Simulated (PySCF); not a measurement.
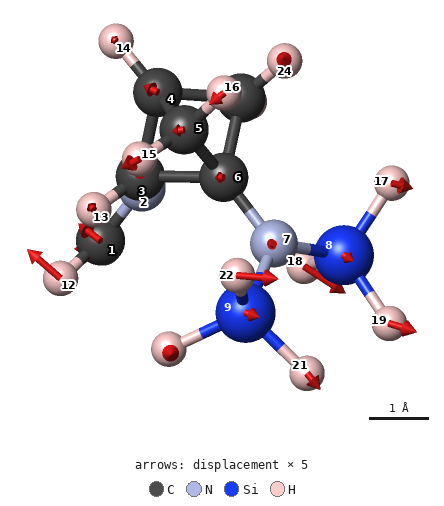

This is a relaxation of C6H14N2Si2. The starting structure is drawn; red arrows show the displacements, 5 times their true length. The two geometries are superimposed by the best rigid fit.

A ball-and-stick model, seen from a free direction.

The start comes from GFN2-xTB. Its atoms were then displaced at random by about 0.01 Å.

These are results of PySCF, PBE0-D3(BJ)/def2-SVP geometry optimisation, gas phase, not measurements. 

### Atoms of which element are displaced furthest, and by how much?

Hydrogen: up to 0.17 Å, against 0.12 Å for carbon.

### What happened in the run?

The largest moves after the best rigid fit, 0.17 Å, are those of H atoms. By element the largest moves are H 0.17 Å, C 0.12 Å, N 0.06 Å, Si 0.06 Å. Some distances before and after: H–Si 1.443 → 1.492 Å, C–H 1.072 → 1.109 Å, C–C 1.508 → 1.542 Å, C–H 1.128 → 1.097 Å. Bond angles that change, for instance: C–C–H 122.8° → 125.9°, N–C–H 126.3° → 123.2°, H–Si–H 112.1° → 109.0°. Over 6 geometry steps the energy falls by 26.0 kJ/mol. Cost: 4 min on 1 thread of Arm Neoverse V1, on a shared host.
